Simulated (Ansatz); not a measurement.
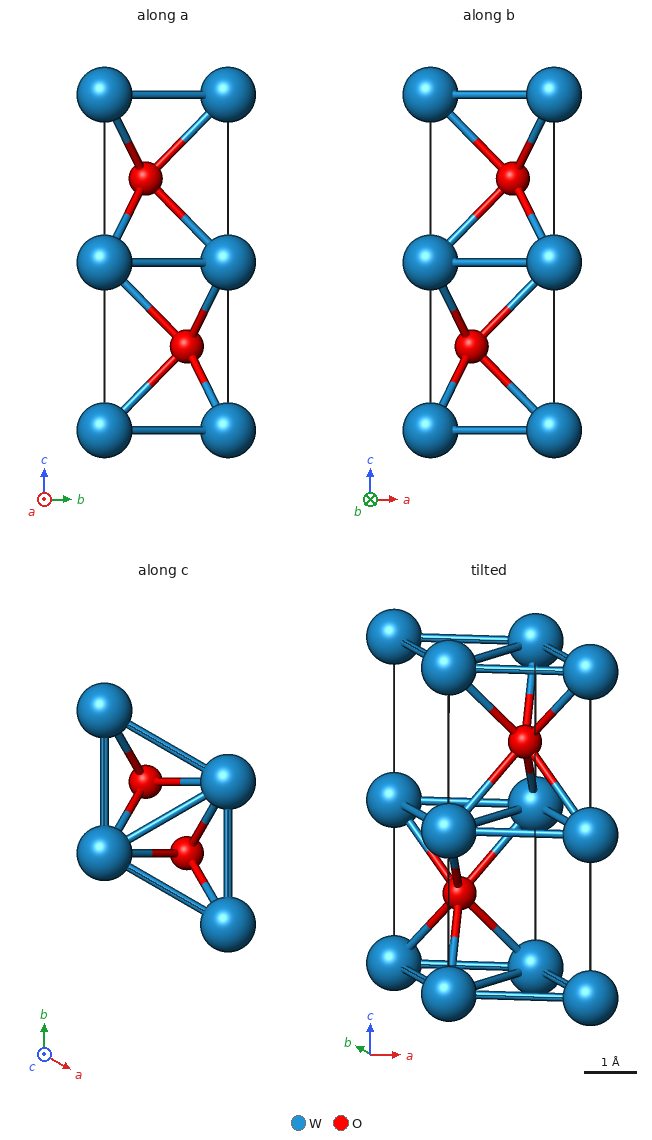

The image is a ball-and-stick drawing of a crystal, viewed along the a axis, along the b axis, along the c axis and slightly off an axis. The wireframe shows the conventional unit cell.

Lattice parameters: a = 2.775 Å, b = 2.775 Å, c = 6.527 Å, α = 90.00°, β = 90.00°, γ = 120.00°. Put a along x and b in the xy plane.

**Put the structure into a POSCAR file.**

```
W O
1.0
     2.775    0.000    0.000
    -1.387    2.403    0.000
     0.000    0.000    6.527
W O
2 2
Direct
  0.0000 0.0000 0.0000
  0.0000 0.0000 0.5000
  0.3333 0.6667 0.2500
  0.6667 0.3333 0.7500
```

The model was built from a structure type filled with these elements by a generator (whether the compound takes this form wasn't checked). A relaxation with DFT PBE, scalar-relativistic, plane waves, PAW (Ansatz) gave the geometry drawn.
